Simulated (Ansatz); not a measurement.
**Cl$_{2}$H$_{4}$OSi$_{2}$: density, localisation and related maps**

Input file:

```
crystal:
  periodic: [false, false, false]
  atoms:
    - { symbol: Si, position_ang: [0.0, 0.0, 0.0] }
    - { symbol: H, position_ang: [0.0, 0.0, 1.46] }
    - { symbol: Cl, position_ang: [2.0086, 0.0, -0.7093] }
    - { symbol: O, position_ang: [-0.7913, 1.3709, -0.5594] }
    - { symbol: Si, position_ang: [-2.4002, 1.4263, -1.0396] }
    - { symbol: H, position_ang: [-3.2124, 0.6421, -0.1138] }
    - { symbol: H, position_ang: [-2.862, 2.8114, -1.0378] }
    - { symbol: H, position_ang: [-2.5267, 0.8736, -2.385] }
    - { symbol: Cl, position_ang: [-1.0032, -1.7381, -0.7093] }
basis:
  gaussian: { orbitals: "6-31G" }
hamiltonian:
  xc: pbe
  dispersion: d4
relax:
  f_tol: 0.02
  max_steps: 40
output:
  orbitals: {}
```

Command:

```sh
ansatz run input.yaml --threads 1 --pin off --max-ram 2048MiB --backend cpu --events-out ev --progress --plain --runs-dir out
```

The fields are those of the run's last geometry, not of the input's.

Level of theory: RKS PBE-D4/6-31G (Ansatz).

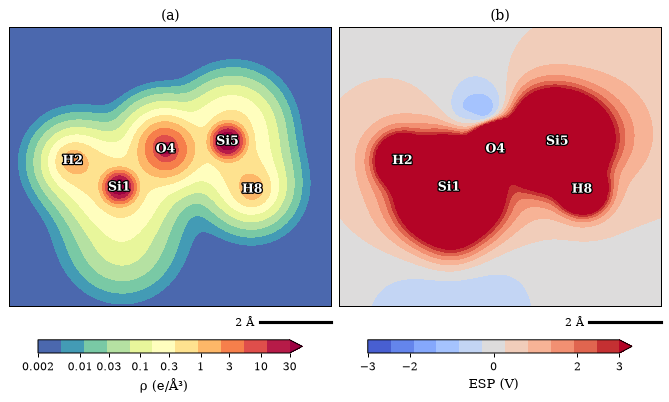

Figure 1. (a) electron density; (b) electrostatic potential on the plane of atoms O4, Si5 and H8.

Read the bonding off the picture.

The plane passes through Si, H and O nuclei.
Si–O (1.68 Å): ρ is about 0.88 e/Å³ halfway.
Si–H (1.50 Å): the density is about 0.72 e/Å³ at the midpoint.
Si–O (1.75 Å): ρ at the midpoint is about 0.76 e/Å³.
Outside the dense part of the molecule the potential is most negative (−1.2 V) near O4.

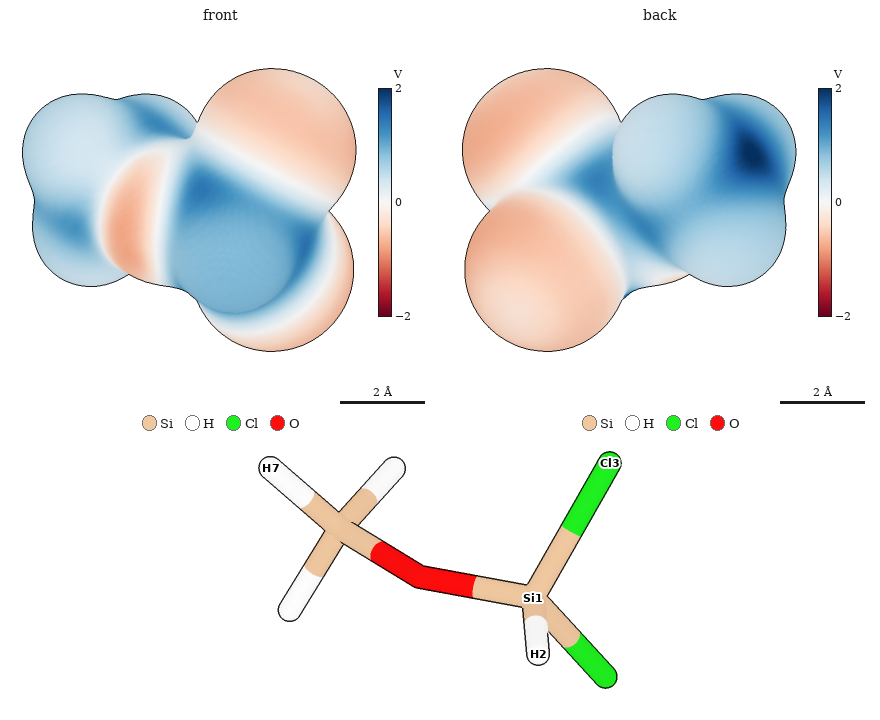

Figure 2. The electrostatic potential painted on the density surface at 0.002 e/bohr³, seen from the front and from behind; red is negative and blue positive. The bare structure is drawn below in the same view.

Which sites attract a positive test charge, and which a negative one?

A positive charge is drawn to the negative regions and a negative charge to the positive ones. The most negative region (about −0.7 V) lies over Cl3, O4 and Cl9, the most positive (about +1.9 V) over Si5.

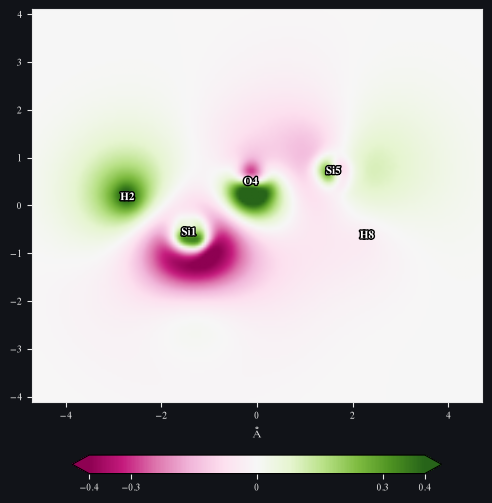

Figure 3. The LUMO on the plane of atoms O4, Si5 and H8 (values in Å⁻³ᐟ²; the overall sign is arbitrary).

Where does this orbital lie, and at what energy?

It lies mainly on Si1 (about 35 %), Cl3 (about 20 %), Cl9 (about 20 %), O4 (about 10 %), H2 (about 10 %) and Si5 (about 5 %). Its energy is −2.25 eV.
